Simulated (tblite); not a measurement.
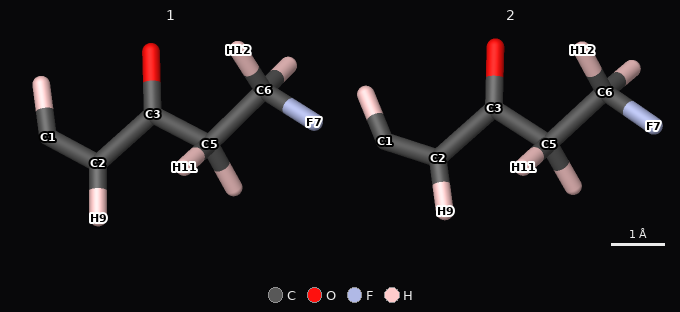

Two geometries of C5H6FO (multiplicity 2), drawn at one scale. One is the start of a relaxation, the other its converged end. Style: stick. Shown at a tilt.

These are results of GFN2-xTB geometry optimisation, gas phase in tblite 0.8.0, not measurements. 

Q: Which of the two is the end point?

A: Structure 2 is the relaxed one. The energy falls by 0.226 eV in 38 geometry steps. The atom that moves furthest after the best rigid fit is an H atom (0.38 Å). By element the largest moves are H 0.38 Å, O 0.13 Å, C 0.12 Å, F 0.07 Å. Near-neighbour distances that change, for instance: C–O 1.241 → 1.202 Å, C–C 1.474 → 1.505 Å, C–H 1.115 → 1.094 Å, C–C 1.317 → 1.297 Å. Among the angles between lasting bonds that change: C–C–C 116.0° → 124.6°, C–C–H 122.0° → 113.8°, C–C–H 129.5° → 136.6°. The run took 0.18 s on 1 thread of Arm Neoverse V1, with other jobs on the host.
